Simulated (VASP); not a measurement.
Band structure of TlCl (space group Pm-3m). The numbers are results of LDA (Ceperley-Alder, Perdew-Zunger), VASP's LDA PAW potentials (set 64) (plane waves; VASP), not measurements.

Unless said otherwise, spin-orbit coupling is left out, though it shifts the bands of the heavy elements here.

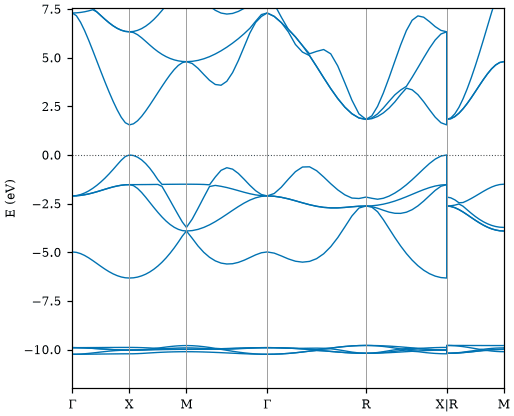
Bands along high-symmetry lines, zero at the valence-band maximum or, without a gap, the Fermi level

**Question.** Read the plot: is there a gap, and where are the band edges?

**Answer.** The gap is direct, 1.55 eV, from the valence maximum at X to the conduction minimum at X. (Edges off the drawn lines would not show.)

The structure comes from a computed database's TlCl entry (Pm-3m); how it stands against other phases isn't given here. It was relaxed first, which changed the volume by -11 %.
